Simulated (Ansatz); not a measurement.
Rh2O3 (corundum)

```cif
data_O18Rh12
_chemical_formula_sum 'Rh12 O18'
_space_group_name_H-M_alt 'R-3c :H'
_space_group_IT_number 167
_space_group_name_Hall '-R 3 2"c'
_cell_length_a 5.10894
_cell_length_b 5.10894
_cell_length_c 13.82176
_cell_angle_alpha 90.000
_cell_angle_beta 90.000
_cell_angle_gamma 120.000
loop_
_atom_site_label
_atom_site_type_symbol
_atom_site_symmetry_multiplicity
_atom_site_Wyckoff_symbol
_atom_site_fract_x
_atom_site_fract_y
_atom_site_fract_z
_atom_site_occupancy
Rh1 Rh 12 c 0.00000 0.00000 0.15066 1
O1 O 18 e 0.29970 0.29970 0.75000 1
```
(The calculation used a cell of 10 atoms; values per cell refer to that cell.)

The volume is varied about the relaxed value V₀ at fixed cell shape. The atoms relax within the cell's symmetry.

Computed with PBEsol (plane waves to 420 eV, PAW, scalar-relativistic; Ansatz, an electronic-structure program). k mesh 8×8×8 (Γ-centred), Fermi-Dirac smearing 0.05 eV. The energy includes the smearing's −TS. Stress and pressure are positive under compression. With the shape held, the modulus is that of even scaling; a crystal free to change shape is softer. Rh2O3 is run without spin polarisation and with no Hubbard U. Rh2O3 was relaxed with its symmetry unable to fall. The zero of ΔE is the relaxed starting cell.

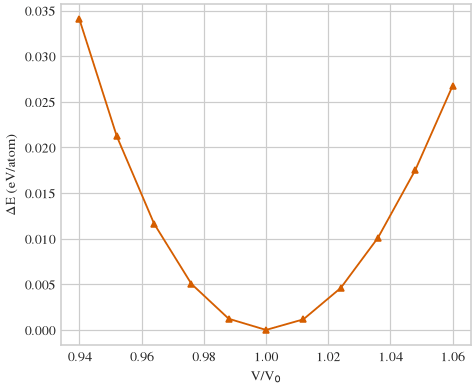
Figure. ΔE (eV/atom) against V/V₀; computed points joined by lines.

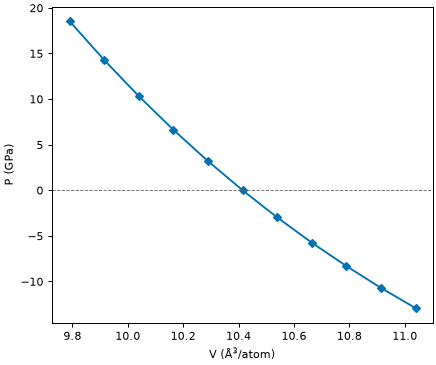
*P (GPa) against V (Å³/atom); markers are the computed points, lines only join them.*

The energy cost of the largest expansion is 26.8 meV/atom. The pressure for 5 % compression (fit) is 15.0 GPa. The pressure at the smallest volume is 18.5 GPa and the equilibrium volume of the fit comes out as 10.41 Å³/atom. The energy cost of the largest compression is 34.0 meV/atom.

P = (3B₀/2)(x⁷ − x⁵)[1 + ¾(B₀′ − 4)(x² − 1)] with x = (1/0.95)^(1/3), B₀ = 257 GPa and B₀′ = 5.02.

(Under strain, the slope of the energy per volume gives the stress and its curvature an elastic modulus.)
